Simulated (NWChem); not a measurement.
# C3H5Cl (SMILES C/C=C/Cl) at 6 levels

We compute a comparison of 6 runs (PBE/cc-pVDZ, B3LYP/cc-pVDZ, PBE0/cc-pVDZ, SVWN5/cc-pVDZ, MP2/cc-pVDZ, CCSD(T)/cc-pVDZ) of C3H5Cl. 

Program for the calculation: NWChem 7.3.0.

1 further run of the same task is left out (set aside as unsound or not needed).

### Step 1. Starting point

C3H5Cl: 9 atoms, total charge 0, spin state singlet. As SMILES, `C/C=C/Cl`. The coordinates come from a PBE0-D4/def2-TZVP relaxation.

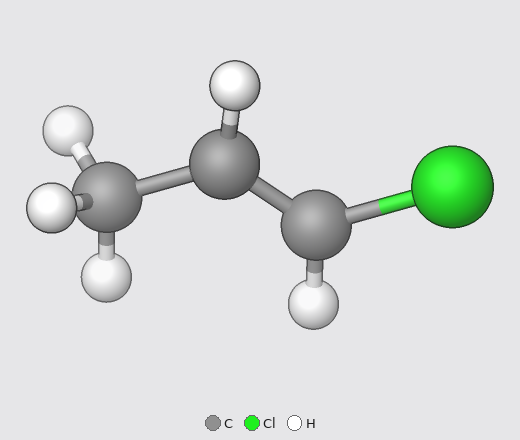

The structure, seen from a chosen angle (carbon grey, chlorine green, hydrogen white).

### Step 2. Energy and forces at PBE/cc-pVDZ (run 1)

mol.nw reads:

```
start mol
title "C3H5Cl"
memory total 2200 mb

geometry units au noautosym nocenter noautoz
   C      0.32886904     2.04415454    -0.91039446
   C      0.15034661    -0.74583711    -0.58806387
   C     -0.51343859    -1.84102788     1.55838155
   Cl    -0.71975889    -5.06913364     1.93354887
   H     -0.94388040     2.69592108    -2.40409068
   H     -0.15210406     3.04436768     0.82794571
   H      2.24083724     2.60033874    -1.46795815
   H      0.59135200    -1.92736947    -2.20791821
   H     -0.98224185    -0.80139505     3.25851145
end

basis spherical bse
   * library cc-pVDZ
end

dft
   xc xpbe96 cpbe96
   grid xfine
   convergence energy 1e-08
   iterations 100
   mulliken
   print low
end

task dft gradient
```

On the command line:

```console
$ nwchem mol.nw > mol.out
```

Log:

```text
[...]
 d= 0,ls=0.0,diis     1   -577.1161531090 -7.19D+02  9.46D-03  4.51D-01     5.0
[...]
 d= 0,ls=0.0,diis    10   -577.1604738330 -8.68D-09  7.95D-07  6.06D-09    43.5
         Total DFT energy =     -577.160473832972
      One electron energy =    -1074.548101498665
           Coulomb energy =      401.087924956230
    Exchange-Corr. energy =      -46.031842020267
 Nuclear repulsion energy =      142.331544729731
[...]
      Total Density - Mulliken Population Analysis
     ---------------------------------------------
    Atom       Charge   Shell Charges
 -----------   ------   -------------------------------------------------------
    1 C    6     6.00   2.02  0.66  0.32  2.14  0.81  0.04
    2 C    6     6.01   2.02  0.67  0.46  2.09  0.71  0.06
    3 C    6     6.08   2.01  0.68  0.51  2.04  0.76  0.08
    4 Cl  17    17.07   2.00  2.03  0.96  0.93  6.00  3.08  2.02  0.04
    5 H    1     0.95   0.74  0.18  0.03
    6 H    1     0.97   0.74  0.20  0.03
    7 H    1     0.95   0.74  0.18  0.03
    8 H    1     1.00   0.75  0.22  0.03
    9 H    1     0.97   0.75  0.19  0.03
[...]
                         DFT ENERGY GRADIENTS
    atom               coordinates                        gradient
                 x          y          z           x          y          z
   1 C       0.328869   2.044155  -0.910394    0.000405   0.005113  -0.000818
   2 C       0.150347  -0.745837  -0.588064   -0.003671  -0.010789   0.011351
   3 C      -0.513439  -1.841028   1.558382    0.002904   0.005065  -0.009378
   4 Cl     -0.719759  -5.069134   1.933549    0.001080   0.013569  -0.002278
   5 H      -0.943880   2.695921  -2.404091    0.006344  -0.003991   0.007965
   6 H      -0.152104   3.044368   0.827946    0.002444  -0.005762  -0.008902
   7 H       2.240837   2.600339  -1.467958   -0.009850  -0.003499   0.003201
   8 H       0.591352  -1.927369  -2.207918   -0.002452   0.006325   0.008985
   9 H      -0.982242  -0.801395   3.258511    0.002796  -0.006030  -0.010126
 Task  times  cpu:       52.4s     wall:       52.4s
[...]
```

It took 53 s on 1 thread of Intel Xeon Platinum 8488C (Sapphire Rapids), shared host; peak memory 0.15 GiB.

### Step 3. Energy and forces at B3LYP/cc-pVDZ (run 2)

c3h5cl.nw reads:

```
START c3h5cl
TITLE "C3H5Cl gradient"
memory 2200 mb

GEOMETRY noautosym nocenter noautoz
C        0.174030       1.081720      -0.481760
C        0.079560      -0.394680      -0.311190
C       -0.271700      -0.974230       0.824660
Cl      -0.380880      -2.682470       1.023190
H       -0.499480       1.426620      -1.272190
H       -0.080490       1.611010       0.438130
H        1.185800       1.376040      -0.776810
H        0.312930      -1.019920      -1.168380
H       -0.519780      -0.424080       1.724330
END

BASIS spherical bse
* library cc-pVDZ
END

DFT
xc b3lyp
grid xfine
convergence energy 1e-08
maxiter 100
mulliken
END

TASK dft gradient
```

On the command line:

```console
$ nwchem c3h5cl.nw > c3h5cl.out
```

Log:

```text
[...]
          Wavefunction type:  closed shell.
          No. of atoms     :     9
          No. of electrons :    40
[...]
          Charge           :     0
          Spin multiplicity:     1
[...]
          AO basis - number of functions:    85
[...]
              XC Information
              --------------
                         B3LYP Method XC Potential
                     Hartree-Fock (Exact) Exchange  0.200
                        Slater Exchange Functional  0.800 local
                    Becke 1988 Exchange Functional  0.720 non-local
              Lee-Yang-Parr Correlation Functional  0.810
                  VWN I RPA Correlation Functional  0.190 local
[...]
 d= 0,ls=0.0,diis     1   -577.4851372050 -7.20D+02  8.02D-03  3.96D-01     5.1
[...]
 d= 0,ls=0.0,diis     8   -577.5299357200 -3.57D-10  3.92D-06  2.35D-07    34.8
         Total DFT energy =     -577.529935719968
      One electron energy =    -1074.576750831922
           Coulomb energy =      401.133886534779
    Exchange-Corr. energy =      -46.418626439140
 Nuclear repulsion energy =      142.331555016314
[...]
  wavefunction    = closed shell
                         DFT ENERGY GRADIENTS
    atom               coordinates                        gradient
                 x          y          z           x          y          z
   1 C       0.328869   2.044154  -0.910394   -0.000014   0.000381   0.000129
   2 C       0.150347  -0.745837  -0.588064   -0.001879  -0.003508   0.005989
   3 C      -0.513439  -1.841028   1.558381    0.001323  -0.003759  -0.004896
   4 Cl     -0.719759  -5.069133   1.933549    0.001140   0.015195  -0.002314
   5 H      -0.943880   2.695921  -2.404091    0.003779  -0.002524   0.004762
   6 H      -0.152104   3.044367   0.827946    0.001413  -0.003556  -0.005172
   7 H       2.240837   2.600339  -1.467958   -0.005885  -0.002228   0.001918
   8 H       0.591352  -1.927369  -2.207918   -0.001369   0.003349   0.005000
   9 H      -0.982242  -0.801395   3.258511    0.001492  -0.003349  -0.005417
[...]
```

It took 44 s on 1 thread of Intel Xeon Platinum 8488C (Sapphire Rapids), shared host; peak memory 0.15 GiB.

Run 3 isn't shown in full; the table further down has it.

### Step 4. Energy and forces at SVWN5/cc-pVDZ (run 4)

c3h5cl.nw reads:

```
START c3h5cl
TITLE "C3H5Cl SVWN5"
memory total 2200 mb
charge 0
GEOMETRY noautosym nocenter noautoz
   C     0.174030    1.081720   -0.481760
   C     0.079560   -0.394680   -0.311190
   C    -0.271700   -0.974230    0.824660
   Cl   -0.380880   -2.682470    1.023190
   H    -0.499480    1.426620   -1.272190
   H    -0.080490    1.611010    0.438130
   H     1.185800    1.376040   -0.776810
   H     0.312930   -1.019920   -1.168380
   H    -0.519780   -0.424080    1.724330
END
BASIS spherical bse
   * library cc-pVDZ
END
DFT
   xc slater vwn_5
   grid xfine
   convergence energy 1e-08
   iterations 100
   mulliken
END
TASK dft gradient
```

On the command line:

```console
$ nwchem c3h5cl.nw > c3h5cl.out
```

Log:

```text
[...]
          Wavefunction type:  closed shell.
          No. of atoms     :     9
          No. of electrons :    40
[...]
          Charge           :     0
          Spin multiplicity:     1
[...]
          AO basis - number of functions:    85
[...]
              XC Information
              --------------
                        Slater Exchange Functional  1.000 local
                      VWN V Correlation Functional  1.000 local
[...]
 d= 0,ls=0.0,diis     1   -574.8652796977 -7.17D+02  9.72D-03  6.72D-01     3.3
[...]
 d= 0,ls=0.0,diis    11   -574.9136434654 -1.43D-09  3.69D-07  1.98D-09    24.7
         Total DFT energy =     -574.913643465352
      One electron energy =    -1074.439173882128
           Coulomb energy =      400.936164556355
    Exchange-Corr. energy =      -43.742189155893
 Nuclear repulsion energy =      142.331555016314
[...]
      Total Density - Mulliken Population Analysis
     ---------------------------------------------
    Atom       Charge   Shell Charges
 -----------   ------   -------------------------------------------------------
    1 C    6     6.11   2.02  0.65  0.34  2.17  0.88  0.04
    2 C    6     6.03   2.02  0.66  0.44  2.11  0.75  0.06
    3 C    6     6.13   2.02  0.67  0.50  2.06  0.81  0.07
    4 Cl  17    17.05   2.00  2.04  0.96  0.91  6.01  3.07  2.02  0.04
    5 H    1     0.92   0.71  0.18  0.03
    6 H    1     0.94   0.71  0.20  0.03
    7 H    1     0.92   0.71  0.18  0.03
    8 H    1     0.97   0.72  0.22  0.03
    9 H    1     0.93   0.72  0.19  0.03
[...]
  wavefunction    = closed shell
                         DFT ENERGY GRADIENTS
    atom               coordinates                        gradient
                 x          y          z           x          y          z
   1 C       0.328869   2.044154  -0.910394    0.001186   0.015978  -0.002363
   2 C       0.150347  -0.745837  -0.588064   -0.001542  -0.016855   0.003488
   3 C      -0.513439  -1.841028   1.558381    0.000588   0.010552  -0.000947
   4 Cl     -0.719759  -5.069133   1.933549    0.000219   0.003559  -0.000361
   5 H      -0.943880   2.695921  -2.404091    0.007138  -0.004165   0.008857
   6 H      -0.152104   3.044367   0.827946    0.002929  -0.006090  -0.010586
   7 H       2.240837   2.600339  -1.467958   -0.011009  -0.003615   0.003519
   8 H       0.591352  -1.927369  -2.207918   -0.002818   0.008148   0.010415
   9 H      -0.982242  -0.801395   3.258511    0.003310  -0.007511  -0.012023
[...]
```

Run time: 32 s. Hardware: 1 thread of Intel Xeon Platinum 8488C (Sapphire Rapids), shared host; peak memory 0.14 GiB.

Run 5 isn't shown in full; the table further down has it.

### Step 5. The energy at CCSD(T)/cc-pVDZ (run 6)

sp.nw reads:

```
start sp
title "C3H5Cl"
memory stack 880 mb heap 220 mb global 1100 mb

geometry noautosym nocenter noautoz
 C      0.174030     1.081720    -0.481760
 C      0.079560    -0.394680    -0.311190
 C     -0.271700    -0.974230     0.824660
 Cl    -0.380880    -2.682470     1.023190
 H     -0.499480     1.426620    -1.272190
 H     -0.080490     1.611010     0.438130
 H      1.185800     1.376040    -0.776810
 H      0.312930    -1.019920    -1.168380
 H     -0.519780    -0.424080     1.724330
end

basis "ao basis" spherical bse
 * library cc-pVDZ
end

scf
 thresh 1e-08
 maxiter 80
 noprint "final vectors analysis"
end

ccsd
 freeze core 8
 maxiter 60
end

task ccsd(t) energy
```

On the command line:

```console
$ nwchem sp.nw > sp.out
```

Log:

```text
[...]
  functions       =    85
[...]
  wavefunction    = RHF
[...]
         Total SCF energy =   -576.004321450688
      One-electron energy =  -1074.016430670702
      Two-electron energy =    355.680554203699
 Nuclear repulsion energy =    142.331555016314
        Time for solution =     24.1s
[...]
 Total MP2 energy:           -576.551252648739023
[...]
             energy      energy      error      ampl     ampl      Block
                                                time     time      time
[...]
 Total CCSD energy:           -576.597762996370875
[...]
 Total CCSD+T(CCSD) energy:           -576.616978781956504
[...]
 Total CCSD(T) energy:                -576.616486865908882
[...]
```

It took 2.4 min on 1 thread of Intel Xeon Platinum 8488C (Sapphire Rapids), shared host; peak memory 0.24 GiB.

### Step 6. The series

| run | level | integration grid | iteration cap | energy (Eh) | largest force (eV/Å) | wall time |
| --- | --- | --- | --- | --- | --- | --- |
| 1 | PBE/cc-pVDZ | xfine | 100 | -577.160474 | 0.827 | 53 s |
| 2 | B3LYP/cc-pVDZ | xfine | 100 | -577.529936 | 0.793 | 44 s |
| 3 | PBE0/cc-pVDZ | xfine | 100 | -577.219211 | 0.400 | 45 s |
| 4 | SVWN5/cc-pVDZ | xfine | 100 | -574.913643 | 0.889 | 32 s |
| 5 | MP2/cc-pVDZ | – | 80 | -576.551253 | 0.991 | 63 s |
| 6 | CCSD(T)/cc-pVDZ | – | 80 | -576.616487 | – | 2.4 min |

### Step 7. Summary of results

| quantity | value |
| --- | --- |
| run 6: total energy | -576.61649 Eh |
| run 6: correlation energy (8 core orbitals frozen) | -612.2 mEh |
| run 6: (T) correction | -18.72 mEh |

**Reading.** Over runs 2, 3, 4, 5 the dipole moment (its size) runs from 1.78 D (MP2/cc-pVDZ) to 1.92 D (PBE0/cc-pVDZ). Totals of different functionals can't be ranked against each other. All runs together took 6.3 min, the longest 2.4 min.
